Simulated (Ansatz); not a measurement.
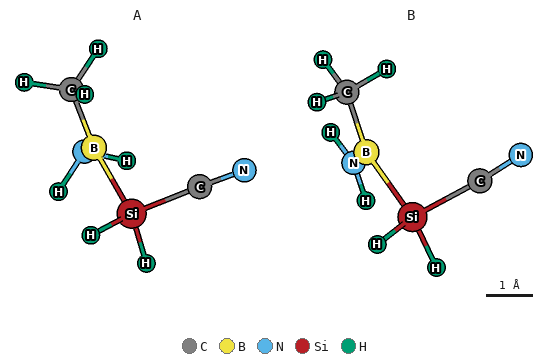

Two geometries of C2H7BN2Si, drawn at one scale. One is the start of a relaxation, the other its converged end. A ball-and-stick model, seen from a free direction.

Method: Ansatz 0.2.0, RKS BLYP-D4/def2-SVP. (no spin polarisation; force threshold 0.02 eV/Å; at most 40 steps)

Which geometry has the lower energy?

Structure B is the relaxed one. The run prepares the start of a later molecular dynamics calculation, from a guessed geometry. After 19 accepted moves (20 points after the start) the energy has fallen by 42.7 kcal/mol. The largest force component goes from 2.9 to 0.016 eV/Å. The line search rejected the trial step at point 10 of the run. An H atom moves most after the best rigid fit: 1.35 Å. By element the largest moves are H 1.35 Å, N 0.34 Å, Si 0.19 Å, C 0.19 Å, B 0.11 Å. Some distances before and after: B–Si 1.908 → 2.043 Å, B–N 1.492 → 1.402 Å, H–N 1.079 → 1.025 Å, C–H 1.166 → 1.112 Å. Among the angles between lasting bonds that change: B–N–H 108.2° → 124.6°, B–N–H 108.3° → 122.5°, H–N–H 103.4° → 112.9°. Groups turn about B–C by about 60°.
